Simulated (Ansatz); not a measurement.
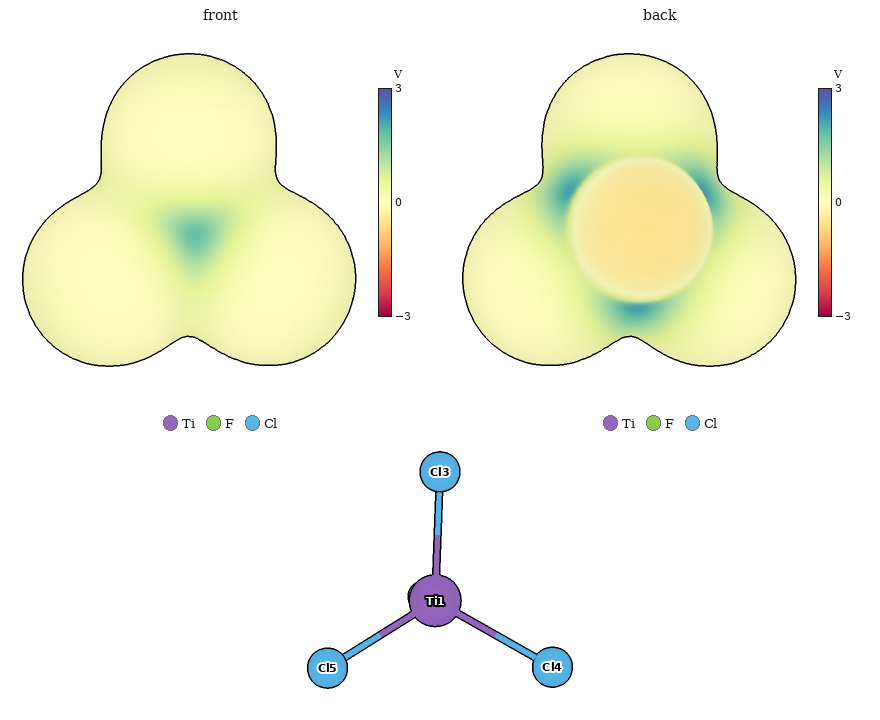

Figure. Cl3FTi. The molecular electrostatic potential painted on the density surface at 0.002 e/bohr³, seen from the front and from behind; red is negative and blue positive. The bare structure is drawn below in the same view.

These are results of Ansatz, RKS PBE0/def2-SVP, not measurements.

Input file:

```
crystal:
  periodic: [false, false, false]
  atoms:
    - { symbol: Ti, position_ang: [0.0, 0.0, 0.0] }
    - { symbol: F, position_ang: [0.0, 0.0, 1.83] }
    - { symbol: Cl, position_ang: [2.2349, 0.0, -0.7892] }
    - { symbol: Cl, position_ang: [-1.1163, 1.9339, -0.7892] }
    - { symbol: Cl, position_ang: [-1.1163, -1.9339, -0.7892] }
basis:
  gaussian: { orbitals: def2-SVP }
hamiltonian:
  xc: pbe0
relax:
  f_tol: 0.02
  max_steps: 40
output:
  orbitals: {}
```

Run with:

```sh
ansatz run input.yaml --threads 2 --pin off --max-ram 3072MiB --backend cpu --events-out ev --progress --plain --runs-dir out
```

The fields are those of the run's last geometry, not of the input's.

### Describe the electrostatic potential map.

The most negative region (about −0.5 V) lies over F2, the most positive (about +2.0 V) over Ti1.
